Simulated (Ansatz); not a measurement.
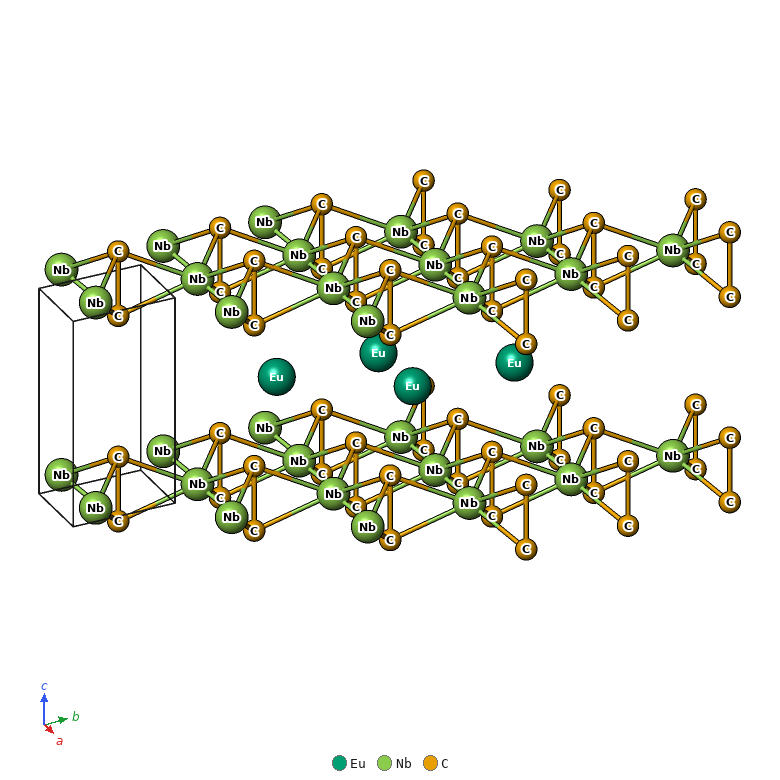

The compound is EuNbC2 (space group P-6m2, No. 187), taken as the end point of a relaxation with Ansatz 0.2.0, DFT PBE, scalar-relativistic, plane waves, PAW; the starting structure was generated, so it need not be a known form of this composition.

Bonds are taken as C–C below 1.9 Å and C–Nb below 2.5 Å; Eu is left out of the net, as the electropositive filling of the structure. Atoms with one bond or none are removed and atoms with two bonds are replaced by edges, until no such atom is left.

Q: What kind of net remains, and which atoms are its nodes?

A: A binodal (4,6)-connected, two-periodic (layers) net: C is a 4-connected node; Nb is a 6-connected node, in the ratio 2:1.

Q: How do the layers lie?

A: The layers lie parallel to (001).

Q: How many nodes does the smallest cycle have?

A: Three.

The simplified net, drawn on the atoms' positions. Nodes are coloured by element. One layer is drawn. Short stubs are edges that leave the cut-out.

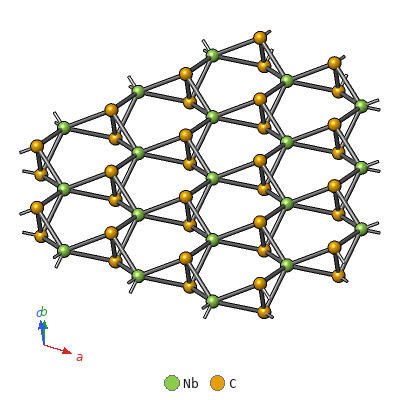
